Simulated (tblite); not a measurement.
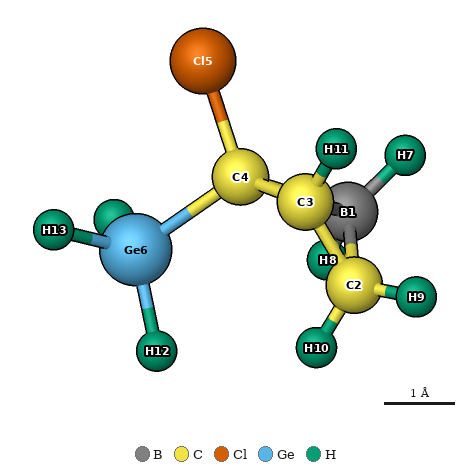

Fig. 1: The input geometry (ball-and-stick view, seen at a tilt; atoms are numbered from 1 in the order of the input). Sticks mark near contacts. Bond lengths as drawn: B–C 1.75 to 1.76 Å, B–H 1.17 Å, C–C 1.40 to 1.41 Å, C–Cl 1.76 Å, C–Ge 1.95 Å, C–H 1.08 Å and Ge–H 1.49 to 1.50 Å.

**C₃H₈BClGe: relaxed scan**

System: C₃H₈BClGe.
Method: GFN2-xTB relaxed scan under a harmonic restraint, gas phase (tblite 0.8.0).

### Input file
```
{"job": {"xc": "GFN2-xTB", "basis": "xTB", "coordinate": [["d", [0, 1], 1], ["d", [0, 3], -1]], "kind": "drive"}, "charge": 0, "multiplicity": 1}
B     -1.243965    -0.483613     0.216689
C     -1.105807     0.477919    -1.236492
C     -0.581191     1.109501    -0.084112
C      0.243102     0.312478     0.722841
Cl     0.521793     0.893708     2.358404
Ge     1.867635    -0.635913     0.197973
H     -2.192110    -0.383923     0.900312
H     -0.886085    -1.557199    -0.089603
H     -1.935843     0.962971    -1.727143
H     -0.438753    -0.033943    -1.913460
H     -1.110543     1.944083     0.358606
H      1.794131    -1.105418    -1.221979
H      3.033623     0.287715     0.370401
H      2.043207    -1.804475     1.105729
```

The first line tells a small driver script what to run in tblite; the rest is the geometry in Å.

Hardware: 1 CPU thread, shared host.

Launch command:
```bash
OMP_NUM_THREADS=1 python <driver script> task.json out
```

### The program's output
```
point  coordinate     E/eV
  0      0.127     -494.05453
  1      0.288     -494.00506
  2      0.449     -493.96312
  3      0.612     -493.93559
  4      0.773     -493.91929
  5      0.932     -493.91303
  6      1.092     -493.91303
  7      1.247     -493.90898
```

### Results in brief

```csv
quantity,value
outcome,converged
wall time,1.8 s
peak memory,0.19 GiB
```
